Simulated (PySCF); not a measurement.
Vertical excitations of a molecule C3H7BO2 from TDA-PBE/def2-SVPD run with PySCF, as energy in eV (oscillator strength): 6.14 (0.007), 6.41 (0.002), 6.82 (0.015), 6.90 (0.001), 7.23 (0.021), 7.29 (0.022), 7.50 (0.007), 7.57 (0.027), 7.60 (0.002), 7.63 (0.006). Lowest triplet (TDA): 5.99 eV. The structure is a stationary point at B3LYP-D3(BJ)/def2-SVP. One conformer was computed; it need not be the lowest.

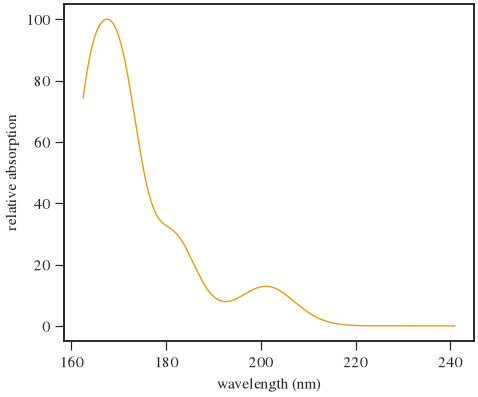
Figure. The lines broadened by 0.4 eV.

Q: Pick the molecule that these values belong to.
A. COB(C)C=O
B. C[C@@H]1COB1O
C. CB1OC(C)O1
D. OB1CC(O)C1

A: B, C[C@@H]1COB1O
